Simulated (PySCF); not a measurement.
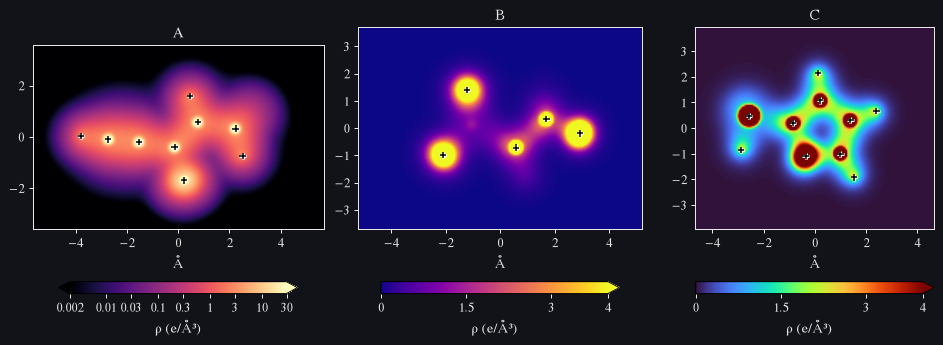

The total electron density of 3 systems, each on a plane through atoms (crosses mark nuclei in the plane).

All numbers below come from PySCF, PBE0/pcSseg-1, SCF density, gas phase, non-relativistic.

System 1: C4H4OP (charge −1), the molecular plane. Geometry: GFN2-xTB.

```yaml
atoms:
  - { symbol: P, position_ang: [2.6213, 0.0812, -0.0267] }
  - { symbol: C, position_ang: [0.8658, 0.0511, -0.0177] }
  - { symbol: C, position_ang: [-0.0422, 1.0626, -0.2796] }
  - { symbol: C, position_ang: [-1.3222, 0.4965, -0.1298] }
  - { symbol: C, position_ang: [-1.1355, -0.8070, 0.2106] }
  - { symbol: O, position_ang: [0.1954, -1.0919, 0.2818] }
  - { symbol: H, position_ang: [2.7114, -1.2409, 0.3179] }
  - { symbol: H, position_ang: [0.2021, 2.0731, -0.5449] }
  - { symbol: H, position_ang: [-2.2705, 0.9906, -0.2560] }
  - { symbol: H, position_ang: [-1.8167, -1.6106, 0.4218] }
```

System 2: C5H3F3, the plane of atoms C3, C5 and C6. Geometry: GFN2-xTB.

```
atom    x (Å)    y (Å)    z (Å)
   C   3.0705   0.1372   0.2575
   C   1.8905   0.0961   0.4753
   C   0.5166   0.0528   0.8027
   F   0.2506   0.1218   2.1207
   C  -0.4713  -0.0480  -0.0857
   C  -1.9155  -0.0910   0.2957
   F  -2.4970  -1.2286  -0.1669
   F  -2.5931   0.9309  -0.2900
   H   4.0954   0.1704   0.0329
   H  -0.2498  -0.1023  -1.1389
   H  -2.0916  -0.0365   1.3802
```

System 3: C4H6F5O2P, the plane of atoms C6, C9 and F12. Geometry: GFN2-xTB.

```xyz
18

C     2.5542   -0.5309    0.2627
C     1.0747   -0.7130    0.5734
P     0.1735    0.6270   -0.2777
O     0.2728    0.7885   -1.7236
O     0.5827    1.9320    0.5393
C    -1.6427    0.4342    0.2511
F    -2.2364    1.6466    0.1958
F    -1.7730   -0.0105    1.5200
C    -2.3399   -0.5351   -0.7027
F    -1.5309   -1.5875   -0.9016
F    -2.5765    0.0275   -1.8773
F    -3.4924   -1.0107   -0.2351
H     2.9189    0.4025    0.6862
H     3.1337   -1.3519    0.6781
H     2.7070   -0.5033   -0.8145
H     0.7143   -1.6706    0.1975
H     0.8802   -0.6482    1.6436
H     0.5711    2.7097   -0.0269
```

> Match each panel to its system.

Panel A is system 2, C5H3F3: the plane holds C, F and H. C–C (1.20 Å): the density is about 2.7 e/Å³ at the midpoint. Panel B is system 3, C4H6F5O2P: the plane holds O, C and F. C–F (1.33 Å): ρ is about 2.4 e/Å³ halfway. Panel C is system 1, C4H4OP: the plane holds P, C, O and H. C–O (1.36 Å): ρ at the midpoint is about 2.3 e/Å³.
